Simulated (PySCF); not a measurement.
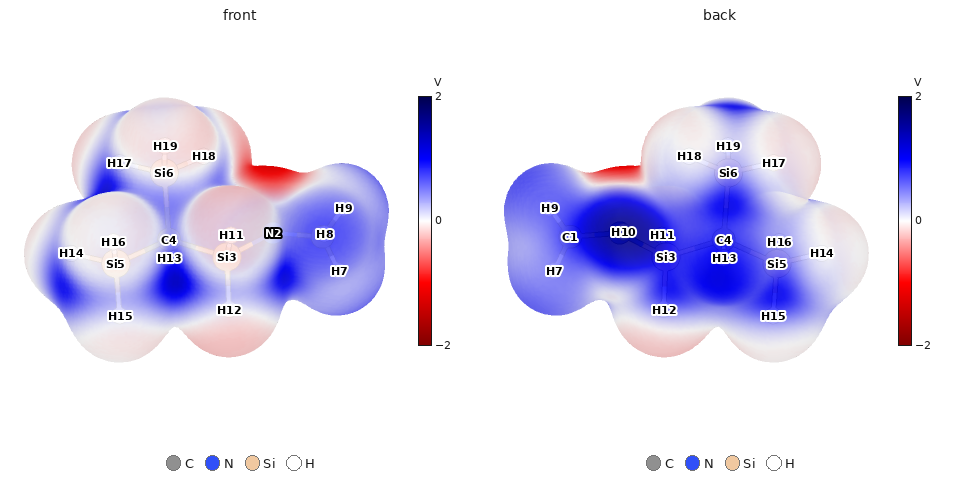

Figure 1: C$_{2}$H$_{13}$NSi$_{3}$. The electrostatic potential painted on the density surface at 0.002 e/bohr³, seen from the front and from behind; red is negative and blue positive.

Geometry: GFN2-xTB.

The calculation used PySCF 2.14.0, PBE0/pcSseg-1, SCF density, gas phase, non-relativistic.

```xyz
19

C     3.1456    0.2051    0.1265
N     1.7404    0.5118    0.0423
Si    0.6239   -0.4804   -0.8045
C    -1.0923    0.2867   -0.5454
Si   -2.4094   -0.7552   -1.4242
Si   -1.5075    0.5921    1.2831
H     3.7051    0.5404   -0.7545
H     3.2595   -0.8733    0.2076
H     3.5820    0.6715    1.0120
H     1.5730    1.5060    0.0669
H     0.7414   -1.8120   -0.2022
H     0.8988   -0.6077   -2.2513
H    -1.0886    1.2636   -1.0377
H    -3.7253   -0.1175   -1.3086
H    -2.0896   -0.8826   -2.8493
H    -2.4718   -2.0946   -0.8376
H    -2.8345    1.2139    1.3917
H    -0.5449    1.5119    1.8996
H    -1.5156   -0.6707    2.0235
```

Q: Which sites attract a positive test charge, and which a negative one?

A: A positive charge is drawn to the negative regions and a negative charge to the positive ones. The most negative region (about −1.1 V) lies over N2, the most positive (about +1.6 V) over H10. N2 is the likeliest acceptor of a hydrogen bond.

Q: What dipole moment does the calculation give?

A: Its dipole moment is 1.66 D.
